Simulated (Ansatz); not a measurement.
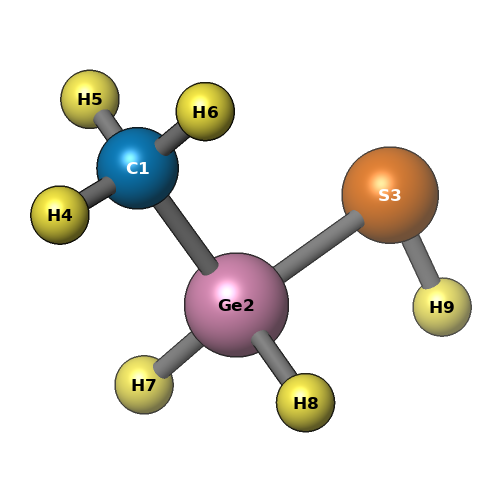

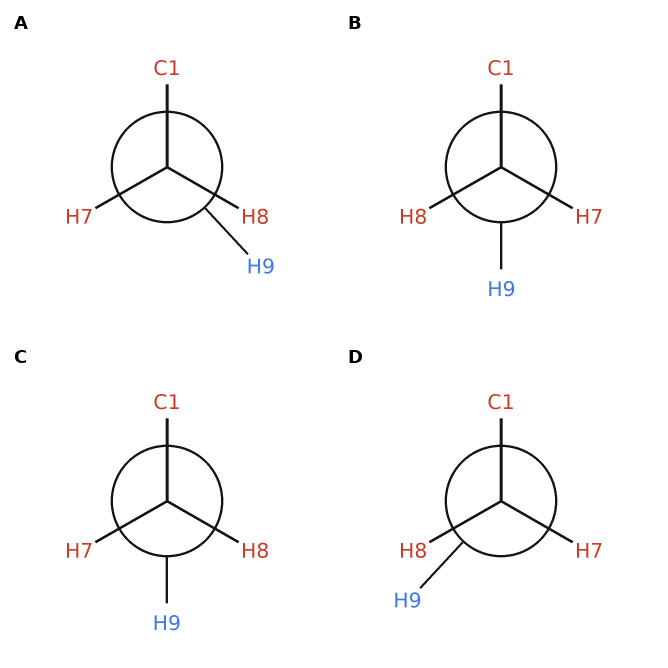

Atoms fade into the background with distance from the viewer. Bonds that would overlap in a projection are set slightly apart. Computed geometry: PBE-D4/def2-SVP optimisation. No frequency run is at hand to confirm it as a minimum.

Question: Which Newman projection shows the view along Ge2–S3, with Ge2 in front?

Answer: C. The torsion angle C1–Ge2–S3–H9 is 180°, antiperiplanar (anti).
